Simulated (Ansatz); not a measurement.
# Gate voltage at the highest density: 1T-PtSe2 bilayer, AA

A layer charged from two gates alike needs a voltage that grows with the carrier density; the slope is e over the total capacitance.

**Method.** Ansatz 0.2.0, plane waves with PAW datasets (its set soft_2), PBE-D3(BJ); isolated slab, charged sheets 5 Å from the outer atoms behind model barriers, atoms held, Fermi-Dirac smearing of 0.02585 eV. The voltage is that of the gates (their mean) against the layer's Fermi level, from the uncharged case, which has a gap of 0.21 eV.

| run | added electrons (10¹³ per cm²) | gate voltage (V) |
| --- | --- | --- |
| run 1 | 1.00 | 0.43 |
| run 2 | 3.00 | 1.16 |
| run 3 | 6.00 | 2.22 |
| run 4 | 10.00 | ? |

**Question.** What value belongs in the row marked “?”, and how far can the other rows tell?

A least-squares line through the 3 rows shown has slope 0.3576 and intercept 0.0780; no row lies more than 0.01 V off it. The capacitance is 1.602/0.3576 = 4.48 µF/cm², against 3.54 µF/cm² for plates 5 Å apart in vacuum on both sides; it is the larger, as where the added charge has its centre outside the outer atoms (not examined here). The line misses the origin, so the series is curved at low densities. At 10.00 it gives 0.3576 × 10.00 + 0.0780 = 3.65 V, beyond the rows fitted. Rounding and scatter of the rows alone allow about ±0.025 V there.

The run itself gives 3.60 V: a miss of −0.05 V, or 1.4 % of the value. The capacitance rises a little towards the highest density.

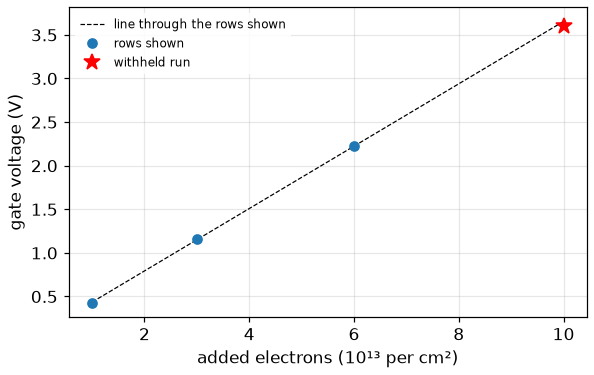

The fit and the withheld run.

**Limits.** The gates are model sheets, not atoms, and low densities sample few k-points. Spin-orbit coupling is left out, which changes the bands of elements this heavy.
